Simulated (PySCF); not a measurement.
Run report: CoCl3, frequency calculation

System: CoCl3, multiplicity 3.
Method: UKS-based PBE0, Co def2-TZVP, Cl def2-TZVP; non-relativistic Hamiltonian; density fitting (PySCF 2.14.0).

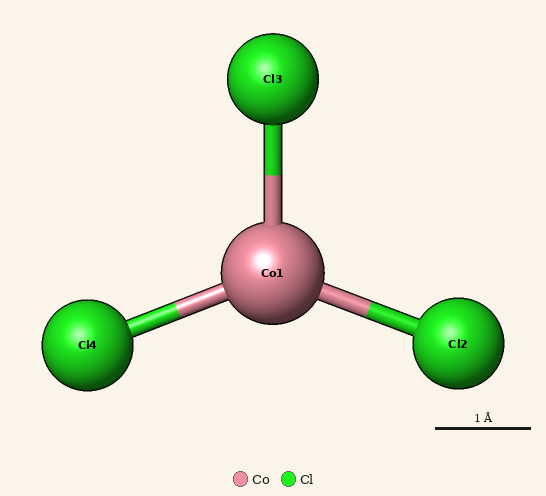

Figure 1. The structure (ball-and-stick view, seen at a tilt; atoms are numbered from 1 in the order of the input). Sticks mark near contacts. Bond lengths as drawn: Cl–Co 2.09 to 2.10 Å.

The input:
```python
from pyscf import gto, scf, dft
mol = gto.M(atom='''
Co     0.064381    -0.111368    -0.061699
Cl     2.127950     0.219394     0.045685
Cl    -0.982863     1.701825     0.016045
Cl    -1.253588    -1.733529     0.042252''',
    basis={'Co': 'def2-TZVP', 'Cl': 'def2-TZVP'},
    charge=0, spin=2)
mf = dft.UKS(mol, xc='PBE0')
mf.grids.atom_grid = (75, 302)
aux = {'Co': 'def2-universal-JKFIT', 'Cl': 'def2-universal-JKFIT'}
mf = mf.density_fit(auxbasis=aux)
mf.conv_tol = 1e-09
mf.diis_space = 10
mf.max_cycle = 60
mf.verbose = 4
mf.kernel()
```

The script is an equivalent of the set-up of the self-consistent field. The run itself was carried out by a driver, which started from the orbitals of the step before it where there was one and computed the further properties.

Run as:
```bash
OMP_NUM_THREADS=4 python axn.py task.json out
```

What the program printed:
```
init E= -2762.81352003456
  alpha nocc = 40  HOMO = -0.339737443847174  LUMO = -0.153271382294055
  beta  nocc = 38  HOMO = -0.332501162428439  LUMO = -0.174000456122885
  HOMO = -0.332501162428  LUMO = -0.174000456123  gap/eV = 4.31302
cycle= 1 E= -2762.81352003449  delta_E= 7.09e-11  |g|= 1.86e-05  |ddm|= 9.4e-06
  alpha nocc = 40  HOMO = -0.339736930752586  LUMO = -0.153261757323671
  beta  nocc = 38  HOMO = -0.332497573938517  LUMO = -0.173992576247424
  HOMO = -0.332497573939  LUMO = -0.173992576247  gap/eV = 4.31314
cycle= 2 E= -2762.81352003296  delta_E= 1.53e-09  |g|= 8.04e-05  |ddm|= 3.59e-05
  alpha nocc = 40  HOMO = -0.339737352449322  LUMO = -0.153269531660459
  beta  nocc = 38  HOMO = -0.332500455547708  LUMO = -0.173998937841358
  HOMO = -0.332500455548  LUMO = -0.173998937841  gap/eV = 4.31305
cycle= 3 E= -2762.81352003458  delta_E= -1.63e-09  |g|= 1.37e-06  |ddm|= 2.87e-05
  alpha nocc = 40  HOMO = -0.339737341648648  LUMO = -0.153269569743331
  beta  nocc = 38  HOMO = -0.332500501447135  LUMO = -0.173998967577623
  HOMO = -0.332500501447  LUMO = -0.173998967578  gap/eV = 4.31305
cycle= 4 E= -2762.81352003458  delta_E= -1.36e-12  |g|= 1.25e-06  |ddm|= 1.82e-06
  alpha nocc = 40  HOMO = -0.339737337688293  LUMO = -0.153269599429779
  beta  nocc = 38  HOMO = -0.332500510385822  LUMO = -0.173998982634099
  HOMO = -0.332500510386  LUMO = -0.173998982634  gap/eV = 4.31305
Extra cycle  E= -2762.81352003459  delta_E= -5.91e-12  |g|= 1.26e-06  |ddm|= 4.08e-06
converged SCF energy = -2762.81352003459  <S^2> = 2.4924604  2S+1 = 3.3120751
```

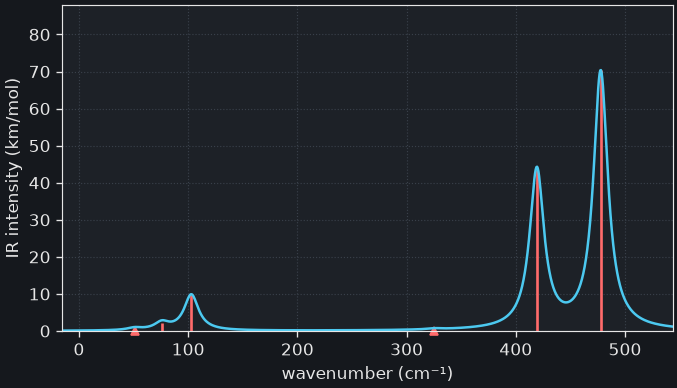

Figure 2. Harmonic infrared spectrum, unscaled: sticks (degenerate modes added up, dark ones marked on the axis) with a Lorentzian envelope of 16 cm⁻¹ full width, scaled to the tallest stick. 6 modes from 51 to 478 cm⁻¹, none imaginary. The strongest line is at 478 cm⁻¹ (70 km/mol). All modes, in cm⁻¹ (km/mol): 51 (0.6), 76 (2.0), 103 (9.8), 325 (0.3), 419 (44), 478 (70).

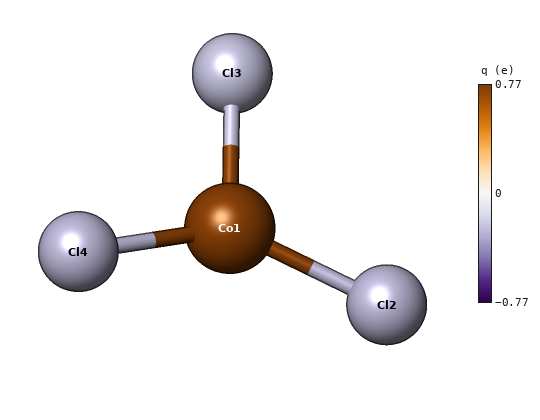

Figure 3. Mulliken charges, as the colour of each atom (ball-and-stick view, seen at a tilt; atoms are numbered from 1 in the order of the input; Mulliken charges depend strongly on the basis). By element: Co +0.74 and Cl −0.26 to −0.22 e.

Key numbers:

```tsv
quantity	value
outcome	converged
total energy	−2762.813520 hartree
⟨S²⟩	2.492
zero-point energy	0.003308 hartree
dipole moment	0.51 D
wavenumbers, lowest and highest	51 and 478 cm⁻¹
hardware	4 threads of Arm Neoverse V1, 24 GiB of memory available, shared host
wall time	7.6 min (CPU time 24 min)
peak memory	1.7 GiB
```

Checks after the run noted: the SCF density has lower symmetry than the nuclear frame; spin contamination. ⟨S²⟩ is 2.49 against 2.00 for a pure state: the solution is spin-contaminated.
